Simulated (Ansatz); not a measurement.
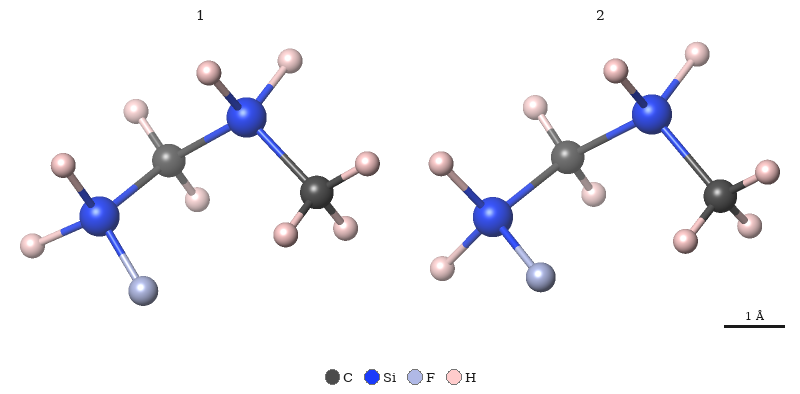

Two geometries of C2H9FSi2 (coarse preliminary run), drawn at one scale. One is the start of a relaxation, the other its converged end. A ball-and-stick model, seen at a tilt.

These are results of RKS PBE-D4/def2-SVP (Ansatz), not measurements. (force threshold 0.03 eV/Å; at most 200 steps)

> Which of the two is the end point?

Structure 2 is the relaxed one. The start comes from a force field. The atom that moves furthest after the best rigid fit is the F atom (0.44 Å). Largest moves by element: F 0.44 Å, H 0.43 Å, Si 0.11 Å, C 0.09 Å. Near-neighbour distances that change, for instance: H–Si 1.429 → 1.508 Å, F–Si 1.583 → 1.652 Å, C–Si 1.814 → 1.872 Å, C–Si 1.834 → 1.886 Å. Among the angles between lasting bonds that change: Si–C–Si 108.2° → 114.6°, F–Si–H 111.8° → 107.4°, H–Si–H 105.8° → 110.2°. After 11 accepted moves (12 points after the start) the energy has fallen by 8.90 kcal/mol. The largest force component goes from 1.8 to 0.026 eV/Å. The line search rejected the trial step at point 4 of the run. The run took roughly 40 core-seconds on a shared host.
